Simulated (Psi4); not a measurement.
# M06-2X/def2-SVP run of GeH3O2F (SMILES [OH][GeH]([OH])[F])

Aim: the vertical singlet–triplet gap of GeH3O2F at M06-2X/def2-SVP, from 2 runs. 

The calculation is run with Psi4 1.11.

2 further runs of the same task are left out: 2 set aside as unsound or not needed. Runs told in other sessions of the task aren't counted.

## 1. The system as given

GeH3O2F: 7 atoms, total charge 0, spin state singlet. SMILES: `[OH][GeH]([OH])[F]`. The shape is that of a PBE0-D4/def2-TZVP optimisation. This is one conformer, not always the lowest.

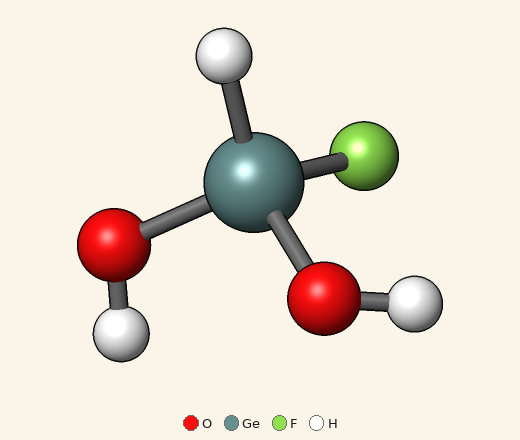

The structure, seen from a chosen angle (oxygen red, germanium teal, fluorine green, hydrogen white).

## 2. A single-point energy at M06-2X/def2-SVP

File job.py:

```python
import psi4

psi4.set_memory(2200000000)
psi4.set_num_threads(1)
psi4.set_output_file('run.log', False)

geom = psi4.geometry("""
0 1
O
Ge 1 1.758076
O 2 1.747675 1 108.44394
F 2 1.735697 3 110.10918 1 113.97581
H 1 0.960852 2 112.39665 4 19.34784
H 2 1.521643 4 108.50567 5 117.09271
H 3 0.961242 2 112.75706 6 -164.09512
symmetry c1
no_reorient
no_com
""")

psi4.set_options({
    'basis': 'def2-SVP',
    'puream': True,
    'e_convergence': 1e-09,
    'd_convergence': 1e-08,
    'scf_type': 'pk',
    'dft_radial_points': 99,
    'dft_spherical_points': 590,
})

E, wfn = psi4.energy('M06-2X', return_wfn=True)
print(f'M06-2X energy: {E:.10f} Eh')
```

The run is started by

```
$ python job.py
```

run.log:

```text
[...]
  Running in c1 symmetry.
[...]
  Nuclear repulsion =  327.327972022142717
[...]
  Multiplicity = 1
[...]
  Nalpha       = 30
  Nbeta        = 30
[...]
    Number of basis functions: 89
[...]
   @RKS iter   1: -2327.53786247636026   -2.89822e+00   2.54266e-02 DIIS/ADIIS
[...]
   @RKS iter  12: -2328.64203849699970   -9.09495e-12   5.19136e-09 DIIS
[...]
    Orbital Energies [Eh]
    ---------------------
    Doubly Occupied:
       1A   -401.010894     2A    -50.553792     3A    -45.094516
       4A    -45.093916     5A    -45.093581     6A    -25.218748
       7A    -19.643537     8A    -19.641850     9A     -6.556009
      10A     -4.723289    11A     -4.721725    12A     -4.719670
      13A     -1.470795    14A     -1.465347    15A     -1.459410
      16A     -1.457034    17A     -1.456389    18A     -1.260315
      19A     -1.111992    20A     -1.091464    21A     -0.661678
      22A     -0.584794    23A     -0.562327    24A     -0.518271
      25A     -0.505256    26A     -0.464994    27A     -0.453130
      28A     -0.430578    29A     -0.414036    30A     -0.400352
[...]
  @RKS Final Energy: -2328.64203849699970
   => Energetics <=
    Nuclear Repulsion Energy =            327.3279720221427169
    One-Electron Energy =               -3895.4454075239036683
    Two-Electron Energy =                1290.6202733362842991
    DFT Exchange-Correlation Energy =     -51.1448763315225747
    Empirical Dispersion Energy =           0.0000000000000000
    VV10 Nonlocal Energy =                  0.0000000000000000
    Total Energy =                      -2328.6420384969992483
[...]
 Multipole Moments:
 ------------------------------------------------------------------------------------
     Multipole            Electronic (a.u.)      Nuclear  (a.u.)        Total (a.u.)
 ------------------------------------------------------------------------------------
 L = 1.  Multiply by 2.5417464519 to convert [e a0] to [Debye]
 Dipole X            :          0.2547543           -0.2458677            0.0088866
 Dipole Y            :          2.4117236           -2.2701103            0.1416133
 Dipole Z            :          2.0494557           -2.5129331           -0.4634774
 Magnitude           :                                                    0.4847109
[...]
```

On the terminal:

```text
M06-2X energy: -2328.6420384970 Eh
```

Run time: 28 s. Hardware: 1 thread of Intel Xeon Platinum 8488C (Sapphire Rapids), shared host; peak memory 1.3 GiB.

## 3. The triplet: energy and forces at UM06-2X/def2-SVP

File job.inp:

```
memory 2.2 GB

molecule geom {
  0 3
  O     -0.66688435     2.15485470    -1.62384166
  Ge    -0.20314556    -0.05064466     0.81711758
  O      2.86898220    -1.23966034     0.58127976
  F     -2.38162183    -2.42735321     0.21391700
  H     -2.28505683     1.96871668    -2.42621937
  H     -0.62625524     0.91802895     3.49126902
  H      3.40982182    -1.45263247    -1.13969383
  units bohr
  symmetry c1
  no_reorient
  no_com
}

set {
  reference uks
  puream true
  e_convergence 1e-09
  d_convergence 1e-08
  scf_type pk
  dft_radial_points 99
  dft_spherical_points 590
  maxiter 100
}

e, wfn = gradient("m06-2x/def2-SVP", return_wfn=True)
oeprop(wfn, "QUADRUPOLE", "WIBERG_LOWDIN_INDICES", "MAYER_INDICES", title="M06-2X")
```

The run is started by

```
$ psi4 job.inp job.out -n 1
```

job.out:

```text
[...]
  Running in c1 symmetry.
[...]
  Nuclear repulsion =  327.327915151877448
[...]
  Multiplicity = 3
[...]
  Nalpha       = 31
  Nbeta        = 29
[...]
    Number of basis functions: 89
[...]
   @UKS iter   1: -2327.12126309738233   -2.48163e+00   2.57683e-02 DIIS/ADIIS
[...]
   @UKS iter  25: -2328.34941885965418   -9.54969e-12   7.80714e-09 DIIS
[...]
   @S^2 Observed:                2.004724150E+00
[...]
  @UKS Final Energy: -2328.34941885965418
   => Energetics <=
    Nuclear Repulsion Energy =            327.3279151518774484
    One-Electron Energy =               -3893.5022122321361167
    Two-Electron Energy =                1288.9127326356476715
    DFT Exchange-Correlation Energy =     -51.0878544150430116
    Empirical Dispersion Energy =           0.0000000000000000
    VV10 Nonlocal Energy =                  0.0000000000000000
    Total Energy =                      -2328.3494188596541790
  UHF NO Occupations:
  HONO-2 :   29  A 1.9987984
  HONO-1 :   30  A 1.0000000
[...]
  -Total Gradient:
     Atom            X                  Y                   Z
    ------   -----------------  -----------------  -----------------
       1       -0.075697982751    -0.084743138206     0.043516110627
       2        0.002197327639     0.060043322762    -0.070442451233
       3       -0.008670420905     0.004748862928    -0.001571600968
       4       -0.001323419785     0.010505447273    -0.003134254012
       5        0.088555809805     0.005527526177     0.046787950143
       6       -0.001870993526     0.001061661381    -0.017728555971
       7       -0.003351374541     0.002746098032     0.002631811780
[...]
 Multipole Moments:
 ------------------------------------------------------------------------------------
     Multipole            Electronic (a.u.)      Nuclear  (a.u.)        Total (a.u.)
 ------------------------------------------------------------------------------------
 L = 1.  Multiply by 2.5417464519 to convert [e a0] to [Debye]
 Dipole X            :         10.3191784           -9.8199618            0.4992166
 Dipole Y            :         15.2720640          -14.7111400            0.5609240
 Dipole Z            :        -19.9662637           19.6578762           -0.3083875
 Magnitude           :                                                    0.8117609
 L = 2.  Multiply by 1.3450342976 to convert [e a0^2] to [Debye ang]
 Quadrupole XX       :       -167.8524505          139.0165967          -28.8358539
 Quadrupole XY       :         -4.1963123            2.3829737           -1.8133386
[...]
```

Wall time 79 s (1 thread of Intel Xeon Platinum 8488C (Sapphire Rapids), shared host); peak memory 1.3 GiB.

## 4. Summary of results

At M06-2X/def2-SVP:

```
                                        quantity           value
                           singlet: total energy  -2328.64204 Eh
                          singlet: dipole moment          1.23 D
                            singlet: HOMO energy       -10.89 eV
                            singlet: LUMO energy         1.49 eV
                          singlet: HOMO–LUMO gap        12.39 eV
                           triplet: total energy  -2328.34942 Eh
                          triplet: dipole moment          2.06 D
     triplet: HOMO energy (highest over α and β)        -3.28 eV
                                   triplet: ⟨S²⟩           2.005
               triplet: largest force on an atom      6.257 eV/Å
vertical energy of the triplet above the singlet        7.963 eV
```

In words: At this shape the triplet lies 7.96 eV (768 kJ/mol) above the singlet.
